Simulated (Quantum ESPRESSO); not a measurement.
# Ni(111), 5 layers against a metal electrode, stepped through the charge of the slab, part 4 of 5

Aim: how the results for Ni(111), 5 layers against a metal electrode change with the charge of the slab.

Quantum ESPRESSO 7.5; plane-wave DFT, PBE, GBRV ultrasoft pseudopotentials.

So far. Step 3 (Relaxing the ions of the reference):  On the free atoms the largest force ends at 0.017 eV/Å. Step 4 (Ground state, 0 ×10¹³ e/cm², with startingpot = atomic): From atomic densities this run did not converge under open boundaries; a start from the density of a periodic run is one way round.

## Step 6: SCF with pw.x, 0 ×10¹³ e/cm²

The run with open boundaries is repeated, now from the density of the periodic run.

A run under open boundaries on these atoms gives the vacuum levels.

Contents of m2.esm.in:

```
&control
  prefix = 'm2.esm'
  outdir = './out'
  pseudo_dir = './pseudo'
  calculation = 'scf'
  tprnfor = .true.
/
&system
  ibrav = 0
  nat = 5
  ntyp = 1
  ecutwfc = 40
  ecutrho = 200
  occupations = 'smearing'
  smearing = 'mv'
  degauss = 0.02
  assume_isolated = 'esm'
  esm_bc = 'bc3'
  tot_charge = 0.0
  nspin = 2
  starting_magnetization(1) = 0.12
/
&electrons
  conv_thr = 1e-08
  mixing_beta = 0.25
  electron_maxstep = 160
  mixing_mode = 'local-TF'
  mixing_ndim = 12
  startingpot = 'file'
/
ATOMIC_SPECIES
  Ni  58.6934  ni_pbe_v1.4.uspp.F.UPF
CELL_PARAMETERS angstrom
  2.48729573353646 0.00000000000000 0.00000000000000
  1.24364786676823 2.15406129196723 0.00000000000000
  0.00000000000000 0.00000000000000 23.11310748511821
ATOMIC_POSITIONS crystal
  Ni  0.666666666700 0.666666666700 -0.109555738158
  Ni  0.000000000000 0.000000000000 -0.022998633858
  Ni  0.333333333300 0.333333333300 0.064898240142
  Ni  0.666666666700 0.666666666700 0.152795114142
  Ni  0.000000000000 0.000000000000 0.239352218442
K_POINTS automatic
  12 12 1 0 0 0
```

Run with:

```
$ cp -r out/m2.esm.pre.save out/m2.esm.save
$ OMP_NUM_THREADS=1 mpirun -n 4 pw.x -nk 4 -in m2.esm.in > m2.esm.out
```

The log of the run:

```text
[banner, memory and clock lines left out]
Program PWSCF v.7.5 starts
[citation notice left out]

[...]
Message from routine setup:
[...]
bravais-lattice index     =            0
     lattice parameter (alat)  =       4.7003  a.u.
     unit-cell volume          =     835.6808 (a.u.)^3
     number of atoms/cell      =            5
     number of atomic types    =            1
     number of electrons       =        90.00
     number of Kohn-Sham states=           54
     kinetic-energy cutoff     =      40.0000  Ry
     charge density cutoff     =     200.0000  Ry
     scf convergence threshold =      1.0E-08
     mixing beta               =       0.2500
     number of iterations used =           12  local-TF  mixing
     Exchange-correlation=  SLA  PW   PBX  PBC
                           (   1   4   3   4   0   0   0)

     Effective Screening Medium Method
     Boundary Conditions: Vacuum-Slab-Metal
     total charge in unit cell        =   0.0000
     grid points for fit at edges     =        4

[...]
PseudoPot. # 1 for Ni read from file:
     ./pseudo/ni_pbe_v1.4.uspp.F.UPF
     Pseudo is Ultrasoft + core correction, Zval = 18.0
     Generated by new atomic code, or converted to UPF format
     Using radial grid of  865 points,  6 beta functions with:
                l(1) =   0
                l(2) =   0
                l(3) =   1
                l(4) =   1
                l(5) =   2
                l(6) =   2
     Q(r) pseudized with 10 coefficients,  rinner =    0.980   0.980   0.980
                                                       0.980   0.980

     atomic species   valence    mass     pseudopotential
     Ni               18.00    58.69340     Ni( 1.00)

     Starting magnetic structure
     atomic species   magnetization
     Ni              0.120

      6 Sym. Ops. (no inversion) found

[...]
number of k points=    19  Marzari-Vanderbilt smearing, width (Ry)=  0.0200
[...]
Dense  grid:    39965 G-vectors     FFT dimensions: (  24,  24, 200)

     Smooth grid:    28603 G-vectors     FFT dimensions: (  20,  20, 180)

     Check: negative core charge=   -0.000016
     Generating pointlists ...
     new r_m :   0.4084 (alat units)  1.9197 (a.u.) for type    1

     The initial density is read from file :
     ./out/m2.esm.save/charge-density

     negative rho (up, down):  2.308E-04 2.860E-04
     Starting wfcs are   65 randomized atomic wfcs

     per-process dynamical memory:    73.7 Mb

     Self-consistent Calculation

     iteration #  1     ecut=    40.00 Ry     beta= 0.25
     Davidson diagonalization with overlap
     c_bands:  4 eigenvalues not converged
     c_bands:  5 eigenvalues not converged
     c_bands:  5 eigenvalues not converged
     c_bands:  5 eigenvalues not converged
     c_bands:  5 eigenvalues not converged
     c_bands:  5 eigenvalues not converged
     c_bands:  4 eigenvalues not converged
     c_bands:  5 eigenvalues not converged
     c_bands:  3 eigenvalues not converged
     c_bands:  5 eigenvalues not converged
     ethr =  1.00E-05,  avg # of iterations = 28.8

     negative rho (up, down):  2.298E-04 2.857E-04

     total energy              =   -1716.29276228 Ry
     estimated scf accuracy    <       0.04349102 Ry

     total magnetization       =     3.58 Bohr mag/cell
     absolute magnetization    =     4.14 Bohr mag/cell

     iteration #  2     ecut=    40.00 Ry     beta= 0.25
[...]
c_bands:  2 eigenvalues not converged
     c_bands:  1 eigenvalues not converged
     c_bands:  1 eigenvalues not converged
     c_bands:  2 eigenvalues not converged
     c_bands:  2 eigenvalues not converged
[...]
negative rho (up, down):  2.302E-04 2.863E-04

[...]
total energy              =   -1716.29314421 Ry
     estimated scf accuracy    <       0.05884856 Ry

     total magnetization       =     3.58 Bohr mag/cell
     absolute magnetization    =     4.14 Bohr mag/cell

     iteration #  3     ecut=    40.00 Ry     beta= 0.25
[...]
negative rho (up, down):  2.308E-04 2.869E-04

[...]
total energy              =   -1716.29359725 Ry
     estimated scf accuracy    <       0.00167275 Ry

     total magnetization       =     3.58 Bohr mag/cell
     absolute magnetization    =     4.14 Bohr mag/cell

     iteration #  4     ecut=    40.00 Ry     beta= 0.25
[...]
c_bands:  2 eigenvalues not converged
[...]
negative rho (up, down):  2.369E-04 2.926E-04

[...]
total energy              =   -1716.29373771 Ry
     estimated scf accuracy    <       0.00121007 Ry

     total magnetization       =     3.58 Bohr mag/cell
     absolute magnetization    =     4.14 Bohr mag/cell

     iteration #  5     ecut=    40.00 Ry     beta= 0.25
[...]
c_bands:  1 eigenvalues not converged
[...]
negative rho (up, down):  2.381E-04 2.937E-04

[...]
total energy              =   -1716.29377500 Ry
     estimated scf accuracy    <       0.00042634 Ry

     total magnetization       =     3.57 Bohr mag/cell
     absolute magnetization    =     4.14 Bohr mag/cell

     iteration #  6     ecut=    40.00 Ry     beta= 0.25
[...]
negative rho (up, down):  2.378E-04 2.934E-04

[...]
total energy              =   -1716.29378649 Ry
     estimated scf accuracy    <       0.00000922 Ry

     total magnetization       =     3.57 Bohr mag/cell
     absolute magnetization    =     4.14 Bohr mag/cell

[...]
iteration # 16     ecut=    40.00 Ry     beta= 0.25
[...]
negative rho (up, down):  2.399E-04 2.950E-04

[...]
total energy              =   -1716.29357161 Ry
     estimated scf accuracy    <       0.00000008 Ry

     total magnetization       =     3.57 Bohr mag/cell
     absolute magnetization    =     4.14 Bohr mag/cell

     iteration # 17     ecut=    40.00 Ry     beta= 0.25
[...]
negative rho (up, down):  2.369E-04 2.921E-04

[...]
total energy              =   -1716.29357122 Ry
     estimated scf accuracy    <       0.00000003 Ry

     total magnetization       =     3.57 Bohr mag/cell
     absolute magnetization    =     4.14 Bohr mag/cell

     iteration # 18     ecut=    40.00 Ry     beta= 0.25
[...]
negative rho (up, down):  2.355E-04 2.908E-04

[...]
total energy              =   -1716.29357119 Ry
     estimated scf accuracy    <       0.00000001 Ry

     total magnetization       =     3.57 Bohr mag/cell
     absolute magnetization    =     4.14 Bohr mag/cell

     iteration # 19     ecut=    40.00 Ry     beta= 0.25
[...]
negative rho (up, down):  2.308E-04 2.862E-04

     Magnetic moment per site  (integrated on atomic sphere of radius R)
     atom   1 (R=0.408)  charge= 16.5768  magn=  0.7718
     atom   2 (R=0.408)  charge= 16.6459  magn=  0.7713
     atom   3 (R=0.408)  charge= 16.6430  magn=  0.7282
     atom   4 (R=0.408)  charge= 16.6458  magn=  0.7714
     atom   5 (R=0.408)  charge= 16.5769  magn=  0.7718

[...]
End of self-consistent calculation

 ------ SPIN UP ------------

          k = 0.0000 0.0000 0.0000 (  3579 PWs)   bands (ev):

  -108.9101-108.9074-108.8558-108.6359-108.6359 -69.3601 -69.3008 -69.2062
   -69.1928 -69.1928 -69.1908 -69.1908 -69.1285 -69.1285 -68.9846 -68.9846
   -68.9845 -68.9845 -68.8914 -68.8912 -13.8950 -12.9696 -11.5931 -10.3928
   -10.0190  -7.7630  -7.6862  -7.5631  -7.5631  -7.4970  -7.4957  -7.4957
    -7.4566  -7.4566  -7.2736  -7.2736  -7.2290  -7.2290  -7.1204  -6.4568
    -6.4568  -6.4214  -6.4214  -6.1796  -6.1796  -5.8876  -5.8876  -5.7674
    -5.7674  -5.5315  -4.8695  -0.5775  -0.1276   0.5632

          k = 0.0000 0.0962 0.0000 (  3587 PWs)   bands (ev):

  -108.9085-108.9059-108.8545-108.6345-108.6345 -69.3567 -69.2999 -69.2141
   -69.2038 -69.1958 -69.1949 -69.1937 -69.1389 -69.1310 -68.9954 -68.9953
   -68.9873 -68.9873 -68.8904 -68.8901 -13.6557 -12.7391 -11.3771 -10.1968
    -9.8538  -7.8955  -7.8062  -7.6312  -7.5945  -7.5175  -7.4824  -7.4542
    -7.4168  -7.3618  -7.2986  -7.2731  -7.2245  -7.1951  -7.1344  -6.5636
    -6.5491  -6.3901  -6.3895  -6.3491  -6.2284  -6.1737  -5.8867  -5.8545
    -5.7628  -4.8711  -4.1074  -0.3630   0.1001   0.7491

[...]
the Fermi energy is    -5.0383 ev

!    total energy              =   -1716.29358036 Ry
     estimated scf accuracy    <          9.4E-09 Ry
     smearing contrib. (-TS)   =      -0.00016531 Ry
     internal energy E=F+TS    =   -1716.29341505 Ry

     The total energy is F=E-TS. E is the sum of the following terms:
     one-electron contribution = -169853.31614391 Ry
     hartree contribution      =   84909.12660353 Ry
     xc contribution           =    -177.70036201 Ry
     ewald contribution        =   83405.59648734 Ry

     total magnetization       =     3.57 Bohr mag/cell
     absolute magnetization    =     4.14 Bohr mag/cell

     convergence has been achieved in  19 iterations

     negative rho (up, down):  2.308E-04 2.862E-04

     Forces acting on atoms (cartesian axes, Ry/au):

     atom    1 type  1   force =     0.00000000    0.00000000   -0.00008113
     atom    2 type  1   force =     0.00000000    0.00000000    0.00077906
     atom    3 type  1   force =     0.00000000    0.00000000    0.00024592
     atom    4 type  1   force =     0.00000000    0.00000000   -0.00034570
     atom    5 type  1   force =     0.00000000    0.00000000    0.00033067

     Total force =     0.000950     Total SCF correction =     0.001216
     SCF correction compared to forces is large: reduce conv_thr to get better values

[...]
```

Run time: 82 s. Hardware: 4 MPI ranks of Arm Neoverse V1, shared host; peak memory 0.6 GiB; 5.4 min of CPU time.

This step gave:

```
Fermi energy                                                   : -5.038 eV
site moments                                                   : 0.7718, 0.7713, 0.7282, 0.7714, 0.7718 μB
vacuum line at the lower end of the cell, over the Fermi level : 5.048 eV
slope of the potential above                                   : 1.95e-4 eV/Å
vacuum line at the upper end of the cell, over the Fermi level : 5.038 eV
```

The potential energy, planar mean oscillates, so the rows of the table below give means over windows of 1.97 Å about each position, cut where the curve ends. Its maxima inside the range that stand out by 2 % of the span (Å: eV): -1.5: -0.572, 0.5: -0.389, 2.5: -0.397, 4.5: -0.569. Its minima: -2.5: -25.4, -0.6: -25.3, 1.5: -25.5, 3.6: -25.3, 5.5: -25.4.

Electrostatic potential energy of an electron; zero at the Fermi level. The potential energy, planar mean by z; means over each step:

| z (Å) | potential energy, planar mean (eV) |
| --- | --- |
| -10.58 | 5.05 |
| -8.61 | 5.05 |
| -6.63 | 5.04 |
| -4.66 | 4.58 |
| -2.69 | -10.8 |
| -0.72 | -11.4 |
| 1.25 | -11.3 |
| 3.22 | -11.3 |
| 5.19 | -11.2 |
| 7.16 | 3.25 |
| 9.13 | 5.03 |
| 11.10 | 5.04 |

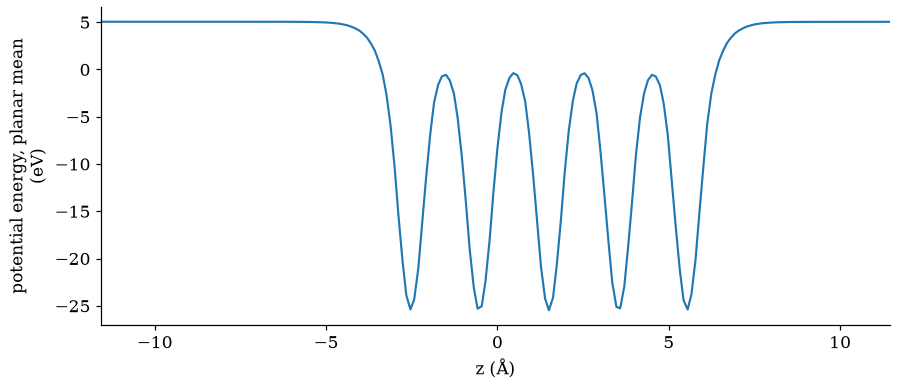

Potential energy, planar mean against z.

Inside the slab this potential holds the local part of the pseudopotentials, which can be repulsive at the nuclei; only its value in the vacuum has a meaning of its own.

## Step 7: Self-consistent run, 1 ×10¹³ e/cm²

m3.esm.in is the input of step 6 with these lines changed:

```diff
@@ -1,3 +1,3 @@
 &control
-  prefix = 'm2.esm'
+  prefix = 'm3.esm'
   outdir = './out'
@@ -18,3 +18,3 @@
   esm_bc = 'bc3'
-  tot_charge = 0.0
+  tot_charge = 0.00537
   nspin = 2
```

Run with:

```
$ cp -r out/m2.esm.save out/m3.esm.save
$ OMP_NUM_THREADS=1 mpirun -n 4 pw.x -nk 4 -in m3.esm.in > m3.esm.out
```

The log of the run:

```text
[banner, memory and clock lines left out]
Program PWSCF v.7.5 starts
[...]
Message from routine setup:
[...]
number of electrons       =        89.99
     number of Kohn-Sham states=           54
     kinetic-energy cutoff     =      40.0000  Ry
     charge density cutoff     =     200.0000  Ry
[...]
number of k points=    19  Marzari-Vanderbilt smearing, width (Ry)=  0.0200
[...]
Dense  grid:    39965 G-vectors     FFT dimensions: (  24,  24, 200)
[...]
The initial density is read from file :
[...]
negative rho (up, down):  2.308E-04 2.862E-04
     Starting wfcs are   65 randomized atomic wfcs
[...]
negative rho (up, down):  2.216E-04 2.615E-04
[...]
estimated scf accuracy    <       4.86648584 Ry
     total magnetization       =     3.59 Bohr mag/cell
     absolute magnetization    =     4.15 Bohr mag/cell
[...]
negative rho (up, down):  2.244E-04 2.637E-04
[...]
estimated scf accuracy    <       4.20799161 Ry
     total magnetization       =     3.59 Bohr mag/cell
     absolute magnetization    =     4.15 Bohr mag/cell
[...]
negative rho (up, down):  2.356E-04 2.660E-04
[...]
estimated scf accuracy    <       0.13201631 Ry
     total magnetization       =     3.57 Bohr mag/cell
     absolute magnetization    =     4.13 Bohr mag/cell
[...]
negative rho (up, down):  3.227E-04 3.322E-04
[...]
estimated scf accuracy    <       0.10667446 Ry
     total magnetization       =     3.57 Bohr mag/cell
     absolute magnetization    =     4.13 Bohr mag/cell
[...]
negative rho (up, down):  3.204E-04 3.283E-04
[...]
estimated scf accuracy    <       0.02075177 Ry
     total magnetization       =     3.58 Bohr mag/cell
     absolute magnetization    =     4.14 Bohr mag/cell
[...]
negative rho (up, down):  2.764E-04 2.903E-04
[...]
estimated scf accuracy    <       0.01010223 Ry
     total magnetization       =     3.58 Bohr mag/cell
     absolute magnetization    =     4.14 Bohr mag/cell
[...]
negative rho (up, down):  1.875E-04 2.142E-04
[...]
estimated scf accuracy    <       0.01336329 Ry
     total magnetization       =     3.58 Bohr mag/cell
     absolute magnetization    =     4.14 Bohr mag/cell
[...]
negative rho (up, down):  9.360E-05 1.306E-04
[...]
estimated scf accuracy    <       0.00820063 Ry
     total magnetization       =     3.58 Bohr mag/cell
     absolute magnetization    =     4.14 Bohr mag/cell
[...]
negative rho (up, down):  8.356E-05 1.193E-04
[...]
estimated scf accuracy    <       0.00130901 Ry
     total magnetization       =     3.58 Bohr mag/cell
     absolute magnetization    =     4.14 Bohr mag/cell
[...]
negative rho (up, down):  5.388E-05 8.888E-05
[...]
estimated scf accuracy    <       0.00096966 Ry
     total magnetization       =     3.58 Bohr mag/cell
     absolute magnetization    =     4.14 Bohr mag/cell
[...]
negative rho (up, down):  4.309E-05 7.720E-05
[...]
estimated scf accuracy    <       0.00047567 Ry
     total magnetization       =     3.58 Bohr mag/cell
     absolute magnetization    =     4.14 Bohr mag/cell
[...]
negative rho (up, down):  5.224E-05 8.868E-05
[...]
estimated scf accuracy    <       0.00035379 Ry
     total magnetization       =     3.58 Bohr mag/cell
     absolute magnetization    =     4.14 Bohr mag/cell
[...]
negative rho (up, down):  5.743E-05 9.558E-05
[...]
estimated scf accuracy    <       0.00008547 Ry
     total magnetization       =     3.58 Bohr mag/cell
     absolute magnetization    =     4.14 Bohr mag/cell
[...]
negative rho (up, down):  5.792E-05 9.661E-05
[...]
estimated scf accuracy    <       0.00016444 Ry
     total magnetization       =     3.58 Bohr mag/cell
     absolute magnetization    =     4.14 Bohr mag/cell
[...]
negative rho (up, down):  8.803E-05 1.353E-04
[...]
estimated scf accuracy    <       0.00015208 Ry
     total magnetization       =     3.58 Bohr mag/cell
     absolute magnetization    =     4.14 Bohr mag/cell
[...]
negative rho (up, down):  1.160E-04 1.672E-04
[...]
estimated scf accuracy    <       0.00008061 Ry
     total magnetization       =     3.58 Bohr mag/cell
     absolute magnetization    =     4.14 Bohr mag/cell
[...]
negative rho (up, down):  1.168E-04 1.684E-04
[...]
estimated scf accuracy    <       0.00014939 Ry
     total magnetization       =     3.58 Bohr mag/cell
     absolute magnetization    =     4.14 Bohr mag/cell
[...]
negative rho (up, down):  1.394E-04 1.939E-04
[...]
estimated scf accuracy    <       0.00014199 Ry
     total magnetization       =     3.58 Bohr mag/cell
     absolute magnetization    =     4.14 Bohr mag/cell
[...]
negative rho (up, down):  1.519E-04 2.076E-04
[...]
estimated scf accuracy    <       0.00006157 Ry
     total magnetization       =     3.58 Bohr mag/cell
     absolute magnetization    =     4.14 Bohr mag/cell
[...]
negative rho (up, down):  1.759E-04 2.328E-04
[...]
estimated scf accuracy    <       0.00002010 Ry
     total magnetization       =     3.58 Bohr mag/cell
     absolute magnetization    =     4.14 Bohr mag/cell
[...]
negative rho (up, down):  2.039E-04 2.610E-04
[...]
estimated scf accuracy    <       0.00000762 Ry
     total magnetization       =     3.58 Bohr mag/cell
     absolute magnetization    =     4.14 Bohr mag/cell
[...]
negative rho (up, down):  2.104E-04 2.675E-04
[...]
estimated scf accuracy    <       0.00000049 Ry
     total magnetization       =     3.58 Bohr mag/cell
     absolute magnetization    =     4.14 Bohr mag/cell
[...]
negative rho (up, down):  2.130E-04 2.701E-04
[...]
estimated scf accuracy    <       0.00000058 Ry
     total magnetization       =     3.58 Bohr mag/cell
     absolute magnetization    =     4.14 Bohr mag/cell
[...]
negative rho (up, down):  2.153E-04 2.726E-04
[...]
estimated scf accuracy    <       0.00000015 Ry
     total magnetization       =     3.58 Bohr mag/cell
     absolute magnetization    =     4.14 Bohr mag/cell
[...]
negative rho (up, down):  2.281E-04 2.854E-04
[...]
estimated scf accuracy    <       0.00000150 Ry
     total magnetization       =     3.58 Bohr mag/cell
     absolute magnetization    =     4.14 Bohr mag/cell
[...]
negative rho (up, down):  2.296E-04 2.868E-04
[...]
estimated scf accuracy    <       0.00000014 Ry
     total magnetization       =     3.58 Bohr mag/cell
     absolute magnetization    =     4.14 Bohr mag/cell
[...]
negative rho (up, down):  2.308E-04 2.880E-04
[...]
estimated scf accuracy    <       0.00000001 Ry
     total magnetization       =     3.58 Bohr mag/cell
     absolute magnetization    =     4.14 Bohr mag/cell
[...]
negative rho (up, down):  2.311E-04 2.883E-04
[...]
estimated scf accuracy    <       0.00000002 Ry
     total magnetization       =     3.58 Bohr mag/cell
     absolute magnetization    =     4.14 Bohr mag/cell
[...]
negative rho (up, down):  2.344E-04 2.916E-04
[...]
the Fermi energy is    -5.8443 ev
!    total energy              =   -1716.29140165 Ry
     estimated scf accuracy    <          4.7E-09 Ry
     smearing contrib. (-TS)   =      -0.00015970 Ry
     internal energy E=F+TS    =   -1716.29124195 Ry
[...]
one-electron contribution = -169847.98976773 Ry
     hartree contribution      =   84903.80059978 Ry
     xc contribution           =    -177.69856133 Ry
     ewald contribution        =   83405.59648734 Ry
     total magnetization       =     3.58 Bohr mag/cell
     absolute magnetization    =     4.14 Bohr mag/cell
     convergence has been achieved in  29 iterations
     negative rho (up, down):  2.344E-04 2.916E-04
[...]
Total force =     0.000994     Total SCF correction =     0.000837
[...]
```

Wall time 1.8 min (4 MPI ranks); peak memory 0.6 GiB; 7.1 min of CPU time.

This step gave:

```
Fermi energy                                                   : -5.844 eV
magnetization                                                  : 3.58 μB
site moments                                                   : 0.772, 0.7715, 0.7283, 0.7721, 0.7736 μB
vacuum line at the lower end of the cell, over the Fermi level : 5.047 eV
slope of the potential above                                   : 0.1815 eV/Å
vacuum line at the upper end of the cell, over the Fermi level : 5.844 eV
```

Inside the slab this potential holds the local part of the pseudopotentials, which can be repulsive at the nuclei; only its value in the vacuum has a meaning of its own.

[end of part 4 of 5]

[Logs are printed without paths, hosts, clocks, repeated set-up lines and the standing remarks that a program may print on its own settings, such as how far it seeks lower states.]

[Hosts, paths, dates, database ids (printed as entryN), source tags and the programs' standing remarks are cut or masked in the printed files.]

[Maps of the electrostatic potential energy from Ansatz leave out the sawtooth potential of an applied field or a dipole correction, so their vacuum need not be flat; planar profiles and work functions include it.]
